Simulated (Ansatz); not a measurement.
System: C2H6In (SMILES [CH2][InH][CH3]) (doublet).

Input file:

```
crystal:
  periodic: [false, false, false]
  atoms:
    - {symbol: C, position_ang: [-0.410127, 0.262184, -1.984582]}
    - {symbol: In, position_ang: [0.772620, 0.211338, -0.219537]}
    - {symbol: C, position_ang: [-0.179138, -0.334483, 1.632743]}
    - {symbol: H, position_ang: [-0.014868, 0.514139, -2.966207]}
    - {symbol: H, position_ang: [-1.474881, 0.038080, -1.997763]}
    - {symbol: H, position_ang: [2.452411, 0.596123, -0.347883]}
    - {symbol: H, position_ang: [-1.181989, 0.091887, 1.688924]}
    - {symbol: H, position_ang: [-0.276378, -1.421911, 1.682903]}
    - {symbol: H, position_ang: [0.400848, -0.003658, 2.494399]}
basis:
  gaussian: {orbitals: def2-TZVPP}
magnetization: {spin_polarized: true, initial_magnetization: 1}
hamiltonian: {xc: pbe0, dispersion: d4}
output: {orbitals: {seedname: orbitals}}
```

Launched as:

```sh
ansatz run in.yaml --threads 4 --pin off --events-out ev --progress --plain --max-ram 10444MiB
```

Geometry: PBE0-D4/def2-TZVP; core potentials replace the inner electrons of In.

Computed with Ansatz, UKS PBE0-D4/def2-TZVPP.

Q: What can the converged electron density, electron localisation function and spin density tell about the bonding?

A: C–In (2.13 Å): the density is about 0.7 e/Å³ at the midpoint; the ELF peaks at about 0.90 in the valence shell of C, 0.7 Å from its nucleus, and drops to about 0.20 between the two atoms.
C–H (1.09 Å): the density is about 2 e/Å³ at the midpoint; the ELF climbs to about 1 towards the hydrogen, as it does in any bond to H; a covalent bond by its length.
In–H (1.73 Å): ρ at the midpoint is about 1.2 e/Å³; the ELF climbs to about 1 towards the hydrogen.
The unpaired spin (1 electron) lies mostly on C1 (about 0.8) and In2 (about 0.1), in electrons by Hirshfeld's partition.

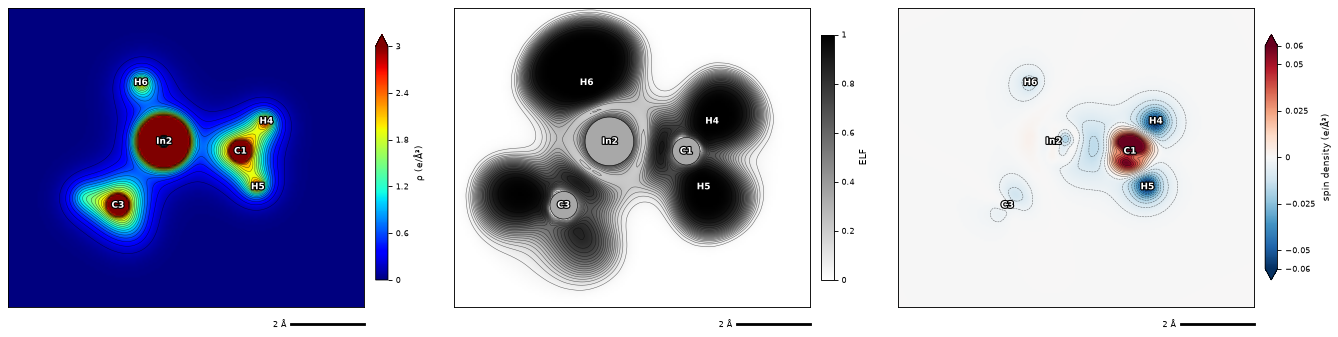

Computed electron density, electron localisation function and spin density on the plane of atoms C1, In2 and H6, in this order. Grey discs cover the atomic cores in the ELF map. 
